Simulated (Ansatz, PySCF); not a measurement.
Pulling on the C3–H7 bond in C2H4Si (SMILES C#C[SiH3]) (multiplicity 1 held, fragments rigid). Energies count from the point at 1.064 Å.
Geometry at that point (charge 0, multiplicity 1):
```xyz
7

Si    -0.946    -0.078    -0.470
C      0.685     0.057     0.340
C      1.761     0.145     0.875
H     -1.054     0.950    -1.527
H     -1.085    -1.422    -1.069
H     -2.010     0.130     0.535
H      2.711     0.224     1.347
```

R- and RO- levels are restricted; in cc, def2 and unpolarised 6-31G sets they are followed outwards from rest. U- levels take the lowest unrestricted solution at each point, which mixes spins at long bonds. Left out are points that failed, MP2 points in a non-variational dive below the minimum, coupled-cluster points behind a sign of a changed root (a jump of the amplitudes, or a one-step jump against full CI or MRCI), small-basis points behind a change of solution, and semi-empirical points at long bonds. Curves can end on different states.

Frozen-core correlation. Rows in 3-21G, 6-31G* carry no dispersion term and start afresh at each structure (6-31G* with six Cartesian d functions). MP2/6-31G* freezes PySCF's default core.

Codes used: Ansatz (Gaussian orbitals); PySCF for 3-21G rows, 6-31G* rows. Values without a source in brackets are computed.

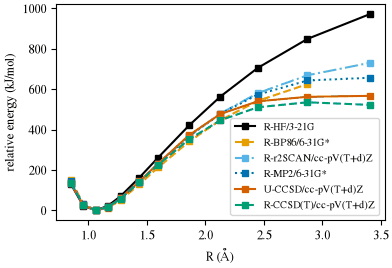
Relative energy along the coordinate

Problem. Read off the R-HF/3-21G curve at R = 2.128.

Solution. about 560 kJ/mol

Doubts at one or more of the structures used: a restricted determinant that unrestricted orbitals would lower (R-HF/3-21G, R-BP86/6-31G*, R-r2SCAN/cc-pV(T+d)Z, R-MP2/6-31G*, R-CCSD(T)/cc-pV(T+d)Z); a spin-contaminated determinant (U-CCSD/cc-pV(T+d)Z); T1 above 0.05 (U-CCSD/cc-pV(T+d)Z, R-CCSD(T)/cc-pV(T+d)Z); the program's own flag: large difference (U-CCSD/cc-pV(T+d)Z); other coupled-cluster roots lie near (R-CCSD(T)/cc-pV(T+d)Z).

Ansatz is a first-principles code.
